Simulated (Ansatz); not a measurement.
**CH2BrN: vertical ionisation energy**

Aim: the vertical ionisation energy of CH2BrN, as cation minus neutral at the neutral's geometry, on several levels, and how well −ε(HOMO) stands in for it.

Program: Ansatz 0.2.0, Gaussian basis. Level of theory: unrestricted cation, the program's frozen cores in correlated methods. These are calculated values, not measurements.

Levels to be run: UKS PBE-D4/def2-TZVPP; UKS r2SCAN-D4/def2-TZVPP; UKS PBE0-D4/def2-TZVPP; UKS B3LYP-D4/def2-TZVPP; UKS wB97X-V/def2-TZVPP; UKS wB97M-V/def2-TZVPP; UKS B2PLYP/def2-TZVPP; UHF-CCSD(T)/def2-TZVPP; UHF-MP2/def2-QZVPP; extrapolation to the limit; then −ε(HOMO) from the neutral's earlier runs with LDA (SPW92), PBE-D4, revPBE-D4, BLYP-D4, r2SCAN-D4, B97M-V, PBE0-D4, B3LYP-D4, r2SCANh-D4, r2SCAN0-D4, HSE06-D4, BHLYP-D4, CAM-B3LYP-D4, LC-ωPBE, ωB97X-V, ωB97M-V.

## (1) The geometry

An earlier PBE0-D4 in a triple-zeta def2 set relaxation fixed the geometry.

SMILES `N=CBr`, 5 atoms, charge 0, spin multiplicity 1.

Atoms are counted from 1 here; the program's logs count them from 0.

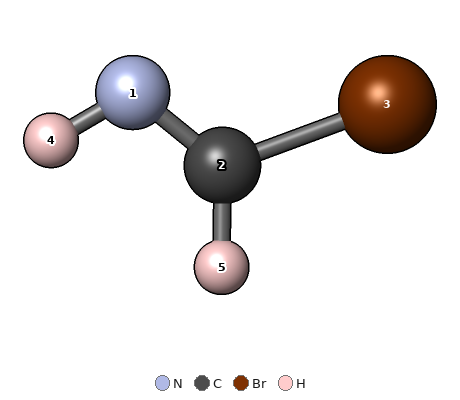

The geometry (nitrogen light blue, carbon dark grey, bromine brown, hydrogen pink); atoms are numbered from 1 in the order of the file.

Geometry (Å):

```xyz
5

N    -0.8689   -0.4409    0.2298
C     0.2371    0.0687   -0.0287
Br    1.7282   -0.2100    1.1100
H    -1.5586   -0.1933   -0.4795
H     0.5120    0.7019   -0.8728
```

## (2) Cation, UKS PBE-D4/def2-TZVPP

Contents of in.yaml:

```yaml
crystal:
  periodic: [false, false, false]
  atoms:
    - {symbol: N, position_ang: [-0.868902, -0.440929, 0.229804]}
    - {symbol: C, position_ang: [0.237081, 0.068682, -0.028708]}
    - {symbol: Br, position_ang: [1.728203, -0.210044, 1.109967]}
    - {symbol: H, position_ang: [-1.558590, -0.193267, -0.479533]}
    - {symbol: H, position_ang: [0.512009, 0.701857, -0.872830]}
basis:
  gaussian: {orbitals: def2-TZVPP}
total_charge: 1
magnetization: {spin_polarized: true, initial_magnetization: 1}
hamiltonian: {xc: pbe, dispersion: d4}
```

On the command line:

```
$ ansatz run in.yaml --threads 2 --pin off --events-out ev --progress --plain --max-ram 4352MiB
```

The runs that follow: Cation, UKS r2SCAN-D4/def2-TZVPP; Cation, UKS PBE0-D4/def2-TZVPP; Cation, UKS B3LYP-D4/def2-TZVPP; Cation, UKS wB97X-V/def2-TZVPP; Cation, UKS wB97M-V/def2-TZVPP; Cation, UKS B2PLYP (frozen core)/def2-TZVPP; Cation, UHF-CCSD(T)/def2-TZVPP; Cation, UHF-MP2/def2-QZVPP.

**Question.** What will the summary of the whole plan be? Wanted: ionisation energy, CCSD(T)/CBS; nearest functional by difference; nearest −ε(HOMO); −ε(HOMO) of PBE; T1 of the cation.

**Answer**, as computed:

| quantity | value |
| --- | --- |
| ionisation energy, CCSD(T)/CBS | 11.09 eV |
| nearest functional by difference | ωB97X-V (-0.26 eV) |
| nearest −ε(HOMO) | LC-ωPBE (-0.07 eV) |
| −ε(HOMO) of PBE | 6.98 eV |
| T1 of the cation | 0.029 |

What this shows: By cation minus neutral, the functionals miss by 0.64 eV at most. −ε(HOMO) of PBE misses by 4.1 eV, since self-interaction lifts the level. Among orbital estimates LC-ωPBE comes nearest. Hartree-Fock falls 1.37 eV short, as the neutral has more correlation energy than the cation. Correlated methods include outer-core shells of Br, which these sets cover unevenly. With outer-core shells in play the reference is unsure by up to some tenths of an eV, so close misses can't be ranked.
